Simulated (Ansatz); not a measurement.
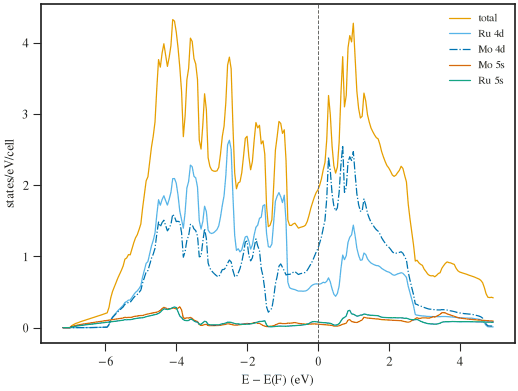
Total and projected density of states of MoRu (rock salt, space group No. 225), plane-wave PAW PBE (Ansatz code)

Q: Which orbitals carry the states next to the Fermi level?

A: Within 0.5 eV of the Fermi level: Mo 4d 63 %, Ru 4d 29 %. Projections are on Löwdin-orthogonalised atomic valence shells; empty p or d shells of many metals are not among them.

Q: Where is the tallest occupied peak in this window, and what makes it?

A: Near -4.1 eV, about 4.3 states/eV per cell; the largest projected share is Ru 4d.

Space group Fm-3m (rock salt). The start of the workflow was typed in or built on a structure type; neither database checked (COD, Materials Project) lists it. Its standing as an ambient phase is unchecked. The cell was relaxed with PBE under the symmetry of its start; whether a distortion lowers the energy is not shown. No spin polarisation was allowed. Its formation energy is positive at this level, so the cell may be metastable or incomplete. Spin–orbit coupling is left out wherever it is not named.

Potentials: the earlier of the program's two PAW sets.
